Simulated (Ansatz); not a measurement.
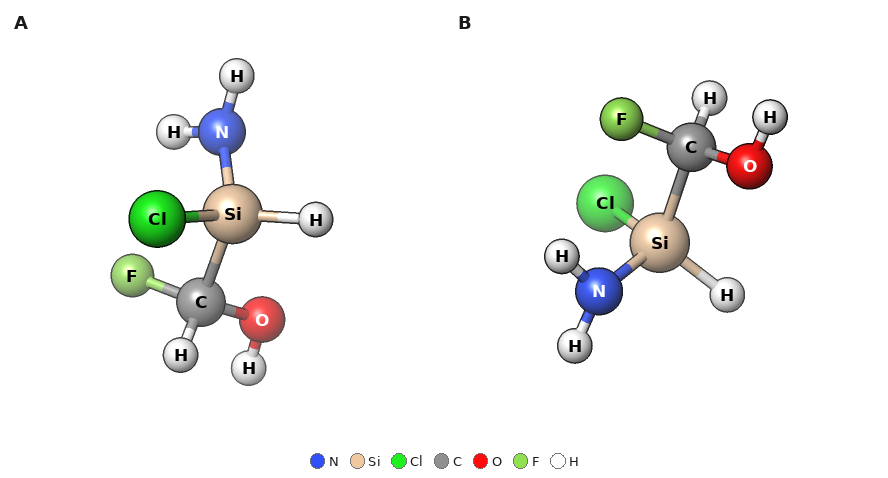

Distant atoms are faded towards the background colour. The geometry was computed by an optimisation with PBE-D4/def2-SVP. No frequency run is at hand to confirm it as a minimum.

Q: Are A and B the same structure? If not, how do they differ?

A: Yes. They are the same structure, CH5ClFNOSi (N[Si@@H](Cl)[C@H](O)F), seen from two directions: a rotation takes one into the other. The geometry is chiral (C1), so its mirror image would differ.
